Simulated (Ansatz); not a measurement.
How methods differ on SbHCl (SMILES [Cl][SbH])

The species is SbHCl (3 atoms), meant as a doublet with charge 0. SMILES: `[Cl][SbH]`. The shape is that of a PBE0-D4/def2-TZVP optimisation.

```xyz
3

Cl    1.4336    0.3559    0.8150
Sb   -0.6275    0.6308   -0.2723
H    -0.8170   -1.0515   -0.5560
```

Quantity: the energy change with the Sb2–H3 bond stretched from 1.717 to 3.433 Å, in eV. The values are calculated.

```json
{"level": "UHF/STO-3G", "kind": "Hartree–Fock", "program": "Ansatz", "value (eV)": "2.67", "less FCI/STO-3G": "-0.50", "CPU time (all runs)": "2.9 s"}
{"level": "UBHLYP/STO-3G", "kind": "global hybrid", "program": "Ansatz", "value (eV)": "3.65", "less FCI/STO-3G": "+0.48", "CPU time (all runs)": "14 s"}
{"level": "U-wB97X/STO-3G", "kind": "range-separated hybrid", "program": "Ansatz", "value (eV)": "3.73", "less FCI/STO-3G": "+0.56", "CPU time (all runs)": "89 s"}
{"level": "UB2PLYP/STO-3G", "kind": "double hybrid", "program": "Ansatz", "value (eV)": "3.53", "less FCI/STO-3G": "+0.36", "CPU time (all runs)": "19 s"}
{"level": "RPA@PBE/STO-3G", "kind": "RPA", "program": "Ansatz", "value (eV)": "3.39", "less FCI/STO-3G": "+0.22", "CPU time (all runs)": "16 s"}
{"level": "UMP2/STO-3G", "kind": "perturbation theory", "program": "Ansatz", "value (eV)": "3.01", "less FCI/STO-3G": "-0.16", "CPU time (all runs)": "4 s"}
{"level": "UBCCD(T)/STO-3G", "kind": "coupled cluster or CI", "program": "Ansatz", "value (eV)": "3.19", "less FCI/STO-3G": "+0.02", "CPU time (all runs)": "4.4 s"}
{"level": "UCCSDT/STO-3G", "kind": "coupled cluster or CI", "program": "Ansatz", "value (eV)": "3.18", "less FCI/STO-3G": "+0.01", "CPU time (all runs)": "5.2 s"}
{"level": "FCI/STO-3G", "kind": "exact in the basis", "program": "Ansatz", "value (eV)": "3.17", "less FCI/STO-3G": "0.00", "CPU time (all runs)": "5.3 s"}
```

FCI/STO-3G is exact within its basis and frozen core, so for wave-function methods in that basis the difference is their error; functionals converge differently with the basis, so for them it is only a difference. All-electron rows without a relativistic Hamiltonian named are non-relativistic. The first shape isn't each level's own minimum. The values span 2.67 to 3.73 eV. Spin contamination of the reference (⟨S²⟩ at least 0.1 too high) touches UHF/STO-3G, UBHLYP/STO-3G, U-wB97X/STO-3G, UB2PLYP/STO-3G, RPA@PBE/STO-3G, UMP2/STO-3G, UBCCD(T)/STO-3G, UCCSDT/STO-3G. All rows use very small basis sets, so even the best lies far from the true value. In the correlated wave-function rows the outer d shell of Sb is correlated, in sets not made for it. Times are those of the runs behind each value, whatever else they computed, on shared processors of several kinds: orders of magnitude only.

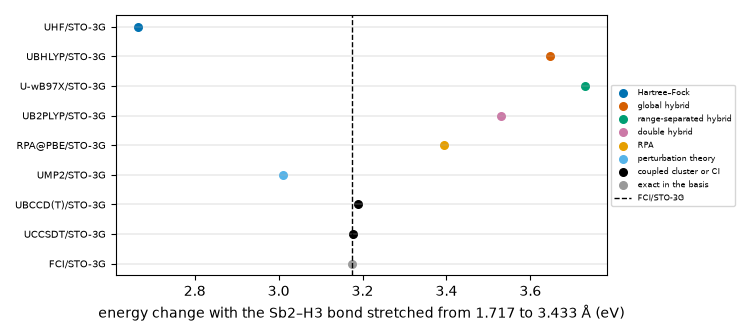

The values of the table, level by level.
